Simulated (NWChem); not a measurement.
# CH3Br (SMILES CBr) at M06-2X/aug-pcseg-0

What is the electronic atomisation energy of CH3Br at M06-2X/aug-pcseg-0? 

The results are computed with NWChem 7.3.0.

## 1. The system as given

The species is CH3Br (5 atoms), meant as a singlet with charge 0. As SMILES, `CBr`. The shape is that of a PBE0-D4/def2-TZVP optimisation.

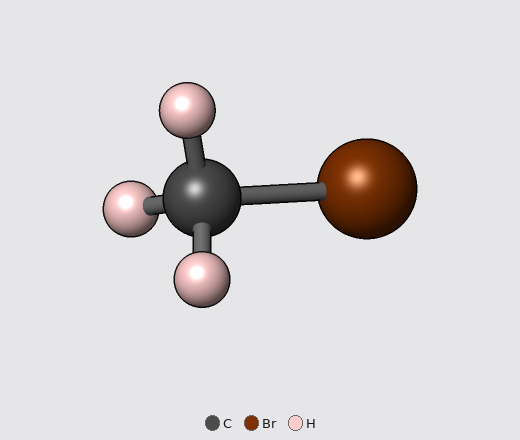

The structure, seen from a chosen angle (carbon dark grey, bromine brown, hydrogen pink).

## 2. A single-point energy at M06-2X/aug-pcseg-0 (run 1)

Contents of nw.xyz:

```xyz
5
CH3Br M06-2X
C     -0.106300     0.123600     0.088400
Br     1.001100    -1.164400    -0.833200
H      0.516500     0.973700     0.351300
H     -0.506300    -0.354100     0.978000
H     -0.905000     0.421200    -0.584500
```

Contents of nw.nw:

```
start nw
title "CH3Br M06-2X"
memory stack 880 mb heap 220 mb global 1100 mb

geometry noautosym nocenter noautoz
   load format xyz nw.xyz
end

basis "ao basis" spherical bse
   * library aug-pcseg-0
end

dft
   xc m06-2x
   mult 1
   grid fine
   convergence energy 1e-08
   iterations 100
   mulliken
   print low
end

task dft energy
```

Launch:

```console
$ nwchem nw.nw > nw.out
```

Output:

```text
[...]
 d= 0,ls=0.0,diis     1  -2610.9087961683 -2.70D+03  1.29D-02  1.84D-01     0.6
[...]
 d= 0,ls=0.0,diis     7  -2610.9277953369 -6.05D-10  8.10D-07  2.41D-10     3.2
         Total DFT energy =    -2610.927795336885
      One electron energy =    -3809.431195597351
           Coulomb energy =     1206.830716765884
    Exchange-Corr. energy =      -97.787066199001
 Nuclear repulsion energy =       89.459749693584
[...]
      Total Density - Mulliken Population Analysis
     ---------------------------------------------
    Atom       Charge   Shell Charges
 -----------   ------   -------------------------------------------------------
    1 C    6     7.00   1.98  0.80  0.74  0.12  1.43  1.93 -0.01
    2 Br  35    34.89   2.00  2.00  2.00  1.08  0.90 -0.12  5.99  5.84  1.75  3.36  0.10 10.00
    3 H    1     0.70   0.58  0.11  0.01
    4 H    1     0.70   0.58  0.11  0.01
    5 H    1     0.70   0.58  0.11  0.01
[...]
```

It took 3.9 s on 1 thread of Intel Xeon 6975P-C (Granite Rapids), shared host; peak memory 0.11 GiB.

## 3. The Br atom (run 2)

Contents of struct.nw:

```
start struct
memory total 2200 mb
charge 0

geometry noautosym nocenter noautoz
 Br    0.000000    0.000000    0.000000
end

basis spherical bse
 * library aug-pcseg-0
end

dft
 xc m06-2x
 mult 2
 grid fine
 convergence energy 1e-08
 maxiter 100
 mulliken
 print low
end

task dft energy
```

Run the same way, it converges to -2571.11638 Eh (log not shown).

Run 3 isn't shown in full; the table further down has it.

## 4. The H atom at the same level (run 4)

Contents of h.xyz:

```xyz
1
H energy
H      0.000000     0.000000     0.000000
```

Contents of h.nw:

```
start h
title "H energy"
memory stack 880 mb heap 220 mb global 1100 mb

geometry units angstroms noautosym nocenter noautoz
 load h.xyz
end

basis spherical bse
 * library aug-pcseg-0
end

dft
 xc m06-2x
 mult 2
 grid fine
 convergence energy 1e-08
 maxiter 100
 mulliken
 print low
end

task dft energy
```

Run the same way, it converges to -0.49541 Eh (log not shown).

## 5. All runs side by side

```
run                level  partner   energy (Eh)  wall time
  1   M06-2X/aug-pcseg-0     base  -2610.927795      3.9 s
  2  UM06-2X/aug-pcseg-0    atoms  -2571.116378      1.9 s
  3  UM06-2X/aug-pcseg-0    atoms    -37.753076     0.76 s
  4  UM06-2X/aug-pcseg-0    atoms     -0.495415     0.62 s
```

## 6. What came out

At M06-2X/aug-pcseg-0:

```
                     quantity        value
         H atom: total energy  -0.49541 Eh
                 H atom: ⟨S²⟩        0.750
electronic atomisation energy    15.568 eV
```

**Reading.** Taking the molecule apart into free atoms costs 15.57 eV (359 kcal/mol), before zero-point energy and without spin-orbit coupling. The basis has no polarisation functions, which makes bonds too weak. All runs together took 7.2 s, the longest 3.9 s.
